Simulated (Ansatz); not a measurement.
# C₂H₇FInN: a spread of methods and bases

How do the results and run time of C₂H₇FInN respond when the settings are drawn wide?

Computed with Ansatz 0.2.0, Gaussian basis. Level: the settings change from run to run.

### Step 1. The relaxed structure

The geometry comes from an earlier relaxation with PBE0-D4 in a triple-zeta def2 set; it is a stationary point, not always the lowest conformer. In takes a core potential in def2 sets; no spin-orbit term is included.

SMILES `C[N](C)[InH][F]`, 12 atoms, charge 0, spin multiplicity 1.

Atoms are counted from 1 here; the program's logs count them from 0.

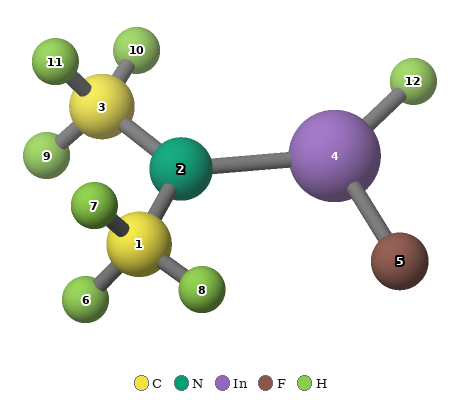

The structure; carbon yellow, nitrogen teal, indium purple, fluorine brown, hydrogen green; atoms are numbered from 1 in the order of the file.

### Step 2. B2GP-PLYP/def2-TZVPD

The input, in.yaml:

```yaml
crystal:
  periodic: [false, false, false]
  atoms:
    - {symbol: C, position_ang: [-1.029889, -0.888525, 0.224401]}
    - {symbol: N, position_ang: [0.075817, 0.011919, 0.014543]}
    - {symbol: C, position_ang: [1.301244, -0.432517, 0.622494]}
    - {symbol: In, position_ang: [-0.131601, 1.696083, -1.026095]}
    - {symbol: F, position_ang: [-2.014043, 1.731353, -1.581500]}
    - {symbol: H, position_ang: [-1.241524, -1.020607, 1.296133]}
    - {symbol: H, position_ang: [-0.818915, -1.885800, -0.190053]}
    - {symbol: H, position_ang: [-1.933735, -0.507958, -0.254188]}
    - {symbol: H, position_ang: [1.196056, -0.544952, 1.712415]}
    - {symbol: H, position_ang: [2.115687, 0.273971, 0.442724]}
    - {symbol: H, position_ang: [1.618732, -1.409822, 0.227926]}
    - {symbol: H, position_ang: [0.862161, 2.976855, -1.488802]}
basis:
  gaussian: {orbitals: def2-TZVPD}
hamiltonian: {xc: {name: B2GP-PLYP}}
output: {forces: true}
```

Run with:

```bash
> ansatz run in.yaml --threads 4 --pin off --events-out ev --progress --plain --max-ram 10444MiB
```

Standard output (excerpt; [...] marks lines left out):

```text
Functional definition: B2GP-PLYP
  name "B2GP-PLYP"
  cite "Karton, Tarnopolsky, Lamère, Schatz & Martin, J. Phys. Chem. A 112, 12868 (2008) doi:10.1021/jp801805p"
  cite "Becke, Phys. Rev. A 38, 3098 (1988) doi:10.1103/PhysRevA.38.3098"
  cite "Lee, Yang & Parr, Phys. Rev. B 37, 785 (1988) doi:10.1103/PhysRevB.37.785"
[...]
2015 factors; integrals over basis functions are off by at most 7.6e-4 eV
[...]
mean field -11546.37371448 eV, -424.3214075939 hartree, gradient 3.4e-6 eV, S^2 0.000000; 0 other end points of the search recorded, 0 dependent functions left out
8 core orbitals not correlated: weight in the atoms' cores, before any rotation towards them, 1.000 or more for the frozen orbitals, at most 0.000 for the correlated occupied ones
reference -11546.37387191 eV, -424.3214133792 hartree; 20, 20 occupied and 242, 242 virtual orbitals, 2015 factors
second order -34.37669034 eV of doubles, -0.00000000 eV of singles
[...]
Total energy: -11558.74948043 eV, -424.7762086039 hartree
Atom 0 at    -1.029889    -0.888525     0.224401 Å, force    -0.291177    -0.244848     0.058725 eV/Å
Atom 1 at     0.075817     0.011919     0.014543 Å, force    -0.009535     0.194546    -0.114651 eV/Å
Atom 2 at     1.301244    -0.432517     0.622494 Å, force     0.322917    -0.134492     0.169003 eV/Å
Atom 3 at    -0.131601     1.696083    -1.026095 Å, force     0.099085     0.071340    -0.011486 eV/Å
Atom 4 at    -2.014043     1.731353    -1.581500 Å, force    -0.078047     0.011324    -0.029381 eV/Å
Atom 5 at    -1.241524    -1.020607     1.296133 Å, force     0.033388     0.019386    -0.113306 eV/Å
Atom 6 at    -0.818915    -1.885800    -0.190053 Å, force    -0.011695     0.110208     0.044197 eV/Å
Atom 7 at    -1.933735    -0.507958    -0.254188 Å, force     0.093391    -0.044919     0.052791 eV/Å
Atom 8 at     1.196056    -0.544952     1.712415 Å, force    -0.000562     0.015170    -0.120804 eV/Å
Atom 9 at     2.115687     0.273971     0.442724 Å, force    -0.084311    -0.067923     0.015860 eV/Å
Atom 10 at     1.618732    -1.409822     0.227926 Å, force    -0.044815     0.106165     0.037020 eV/Å
Atom 11 at     0.862161     2.976855    -1.488802 Å, force    -0.028638    -0.035959     0.012032 eV/Å
Dipole moment:     0.629065    -0.072331     0.220594 e Å
```

Wall time 13 s (4 threads of Intel Xeon Platinum 8488C, shared host); peak memory 1.1 GiB.

Largest force 0.388 eV/Å, dipole 3.22 D.

### Step 3. rPW86-PBE/ANO-RCC-VTZP

in.yaml, as its differences from that of step 2:

```diff
@@ -16,4 +16,3 @@
 basis:
-  gaussian: {orbitals: def2-TZVPD}
-hamiltonian: {xc: {name: B2GP-PLYP}}
-output: {forces: true}
+  gaussian: {orbitals: ANO-RCC-VTZP}
+hamiltonian: {xc: {name: rPW86-PBE}}
```

Launched as before.

Standard output:

```text
Functional definition: rPW86-PBE
  name "rPW86-PBE"
  cite "Murray, Lee & Langreth, J. Chem. Theory Comput. 5, 2754 (2009) doi:10.1021/ct900365q"
  cite "Perdew, Burke & Ernzerhof, Phys. Rev. Lett. 77, 3865 (1996) doi:10.1103/PhysRevLett.77.3865"
  parent pbe
  exchange = rpw86_x
  correlation = pbe_c
1903 factors; their error is unknown
mean field evaluation 1: about -166463.2836 eV, gradient 9.8e1 eV
mean field evaluation 2: about -166324.8016 eV, gradient 2.5e2 eV
mean field evaluation 4: about -166481.9721 eV, gradient 2.9e1 eV
mean field evaluation 8: about -166483.5581 eV, gradient 2.2e-1 eV
mean field evaluation 16: about -166483.5140 eV, gradient 5.6e-4 eV
mean field -166483.51400094 eV, -6118.1562929555 hartree, gradient 3.5e-5 eV, S^2 0.000000; 0 other end points of the search recorded, 0 dependent functions left out
reference -166483.51419729 eV, -6118.1563001715 hartree; 42, 42 occupied and 244, 244 virtual orbitals, 1903 factors
Total energy: -166483.51419729 eV, -6118.1563001715 hartree
Relativity: scalar
```

Wall time 7 s (4 threads of Intel Xeon Platinum 8488C, shared host); peak memory 0.73 GiB.

### Step 4. BLYP/def2-mTZVPP

Set apart from the defaults: unrestricted orbitals.

in.yaml, as its differences from that of step 3:

```diff
@@ -16,3 +16,4 @@
 basis:
-  gaussian: {orbitals: ANO-RCC-VTZP}
-hamiltonian: {xc: {name: rPW86-PBE}}
+  gaussian: {orbitals: def2-mTZVPP}
+magnetization: {spin_polarized: true, initial_magnetization: 0}
+hamiltonian: {xc: {name: BLYP}}
```

Launched as before.

Standard output:

```text
Functional definition: BLYP
  name "BLYP"
  cite "Becke, Phys. Rev. A 38, 3098 (1988) doi:10.1103/PhysRevA.38.3098"
  cite "Lee, Yang & Parr, Phys. Rev. B 37, 785 (1988) doi:10.1103/PhysRevB.37.785"
  parameter beta = 0.0042
  parameter a = 0.04918
  parameter b = 0.132
  parameter c = 0.2533
  parameter d = 0.349
  exchange = b88_x(beta = beta)
  correlation = lyp_c(a = a, b = b, c = c, d = d)
1444 factors; their error is unknown
mean field evaluation 1: about -11548.1615 eV, gradient 7.0e1 eV
mean field evaluation 2: about -11403.8137 eV, gradient 1.7e2 eV
mean field evaluation 4: about -11566.0090 eV, gradient 2.4e1 eV
mean field evaluation 8: about -11568.4506 eV, gradient 1.9e-1 eV
mean field evaluation 16: about -11568.4167 eV, gradient 1.8e-3 eV
mean field -11568.41673116 eV, -425.1314735156 hartree, gradient 2.2e-5 eV, S^2 0.000000; 0 other end points of the search recorded, 0 dependent functions left out
reference -11568.41715117 eV, -425.1314889509 hartree; 28, 28 occupied and 129, 129 virtual orbitals, 1444 factors
Total energy: -11568.41715117 eV, -425.1314889509 hartree
```

It took 1.4 s on 4 threads of Intel Xeon Platinum 8488C, shared host.

⟨S²⟩ 0.000.

### Step 5. PBEsol/def2-TZVP

Options: D4 dispersion, the search for lower states set to full.

in.yaml, as its differences from that of step 4:

```diff
@@ -16,4 +16,4 @@
 basis:
-  gaussian: {orbitals: def2-mTZVPP}
-magnetization: {spin_polarized: true, initial_magnetization: 0}
-hamiltonian: {xc: {name: BLYP}}
+  gaussian: {orbitals: def2-TZVP}
+hamiltonian: {xc: {name: PBEsol}, dispersion: d4}
+scf: {lower_state_search: full}
```

The command is unchanged.

Standard output:

```text
Functional definition: PBEsol
  name "PBEsol"
  cite "Perdew et al., Phys. Rev. Lett. 100, 136406 (2008) doi:10.1103/PhysRevLett.100.136406"
  cite "Perdew, Burke & Ernzerhof, Phys. Rev. Lett. 77, 3865 (1996) doi:10.1103/PhysRevLett.77.3865"
  parent pbesol
  exchange = pbesol_x
  correlation = pbesol_c
1367 factors; their error is unknown
mean field evaluation 1: about -11516.5303 eV, gradient 9.3e1 eV
mean field evaluation 2: about -11396.8842 eV, gradient 2.2e2 eV
mean field evaluation 4: about -11533.8712 eV, gradient 2.7e1 eV
mean field evaluation 8: about -11535.1947 eV, gradient 1.4e-1 eV
mean field evaluation 16: about -11535.1635 eV, gradient 5.2e-4 eV
mean field evaluation 32: about -11492.8305 eV, gradient 6.7e1 eV
mean field -11535.16354286 eV, -423.9094413854 hartree, gradient 2.2e-5 eV, S^2 0.000000; 0 other end points of the search recorded, 0 dependent functions left out
reference -11535.16360628 eV, -423.9094437159 hartree; 28, 28 occupied and 188, 188 virtual orbitals, 1367 factors
Total energy: -11535.24401768 eV, -423.9123987805 hartree
```

Run time: 1.4 s. Hardware: 4 threads of Intel Xeon Platinum 8488C, shared host.

### Step 6. PBE-QIDH/def2-TZVPD

in.yaml, as its differences from that of step 5:

```diff
@@ -16,4 +16,3 @@
 basis:
-  gaussian: {orbitals: def2-TZVP}
-hamiltonian: {xc: {name: PBEsol}, dispersion: d4}
-scf: {lower_state_search: full}
+  gaussian: {orbitals: def2-TZVPD}
+hamiltonian: {xc: {name: PBE-QIDH}}
```

Launched as before.

Standard output (excerpt; [...] marks lines left out):

```text
Functional definition: PBE-QIDH
  name "PBE-QIDH"
  cite "Brémond, Sancho-García, Pérez-Jiménez & Adamo, J. Chem. Phys. 141, 031101 (2014) doi:10.1063/1.4890314"
  cite "Perdew, Burke & Ernzerhof, Phys. Rev. Lett. 77, 3865 (1996) doi:10.1103/PhysRevLett.77.3865"
[...]
2015 factors; integrals over basis functions are off by at most 7.6e-4 eV
[...]
mean field -11547.31953599 eV, -424.3561658933 hartree, gradient 2.5e-6 eV, S^2 0.000000; 0 other end points of the search recorded, 0 dependent functions left out
8 core orbitals not correlated: weight in the atoms' cores, before any rotation towards them, 1.000 or more for the frozen orbitals, at most 0.000 for the correlated occupied ones
reference -11547.31955580 eV, -424.3561666212 hartree; 20, 20 occupied and 242, 242 virtual orbitals, 2015 factors
second order -33.61579059 eV of doubles, -0.00000000 eV of singles
Total energy: -11558.52481933 eV, -424.7679524607 hartree
```

Run time: 4.9 s. Hardware: 4 threads of Intel Xeon Platinum 8488C, shared host; peak memory 1 GiB.

### Step 7. B97/def2-mTZVP

This run has charge +1, multiplicity 2, the search for lower states set to full.

in.yaml, as its differences from that of step 6:

```diff
@@ -16,3 +16,6 @@
 basis:
-  gaussian: {orbitals: def2-TZVPD}
-hamiltonian: {xc: {name: PBE-QIDH}}
+  gaussian: {orbitals: def2-mTZVP}
+total_charge: 1
+magnetization: {spin_polarized: true, initial_magnetization: 1}
+hamiltonian: {xc: {name: B97}}
+scf: {lower_state_search: full}
```

Launched as before.

Standard output (excerpt; [...] marks lines left out):

```text
Functional definition: B97
  name "B97"
  cite "Becke, J. Chem. Phys. 107, 8554 (1997) doi:10.1063/1.475007"
[...]
      + integral(e_c_pw_opposite_spin*poly(b97_u_opposite, cos0, cos1, cos2))
1368 factors; their error is unknown
[...]
mean field -11561.73348094 eV, -424.8858686001 hartree, gradient 4.0e-5 eV, S^2 0.755055; 3 other end points of the search recorded, 0 dependent functions left out
reference -11561.73351299 eV, -424.8858697779 hartree; 28, 27 occupied and 105, 106 virtual orbitals, 1368 factors
Total energy: -11561.73351299 eV, -424.8858697779 hartree
```

Wall time 10 s (4 threads of Intel Xeon Platinum 8488C, shared host); peak memory 0.76 GiB.

⟨S²⟩ 0.755.

### Step 8. All runs side by side

```
                 level  charge  multiplicity  geometry  functions  energy (eV)   time
  B2GP-PLYP/def2-TZVPD       0             1   relaxed        270   -11558.749   13 s
rPW86-PBE/ANO-RCC-VTZP       0             1   relaxed        286  -166483.514    7 s
      BLYP/def2-mTZVPP       0             1   relaxed        157   -11568.417  1.4 s
      PBEsol/def2-TZVP       0             1   relaxed        216   -11535.244  1.4 s
   PBE-QIDH/def2-TZVPD       0             1   relaxed        270   -11558.525  4.9 s
        B97/def2-mTZVP       1             2   relaxed        133   -11561.734   10 s
```

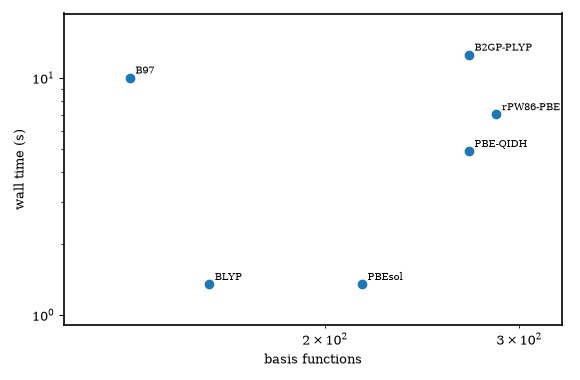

Wall time against the number of basis functions (shared host).

### Step 9. What came out

| quantity | value |
| --- | --- |
| runs | 6 |
| quickest | BLYP/def2-mTZVPP, 1.4 s |
| slowest | B2GP-PLYP/def2-TZVPD, 13 s |
| spread of total energies, same state and geometry | 154948.3 eV |

**Reading.** Run time spans a factor of 9, from BLYP/def2-mTZVPP to B2GP-PLYP/def2-TZVPD. The jobs differ in tasks and options as well as level. Total energies at one charge and spin differ by 154948 eV between levels, so only differences within one level mean anything. Some of these runs are scalar-relativistic and others not, which shifts the totals of all-electron atoms past neon by several eV an atom and more; core potentials, where a basis has them, take the core out of the total altogether. At the PBE0-D4/def2-TZVP geometry and in the same state, the sound runs without point charges leave forces up to 0.39 eV/Å (B2GP-PLYP/def2-TZVPD).
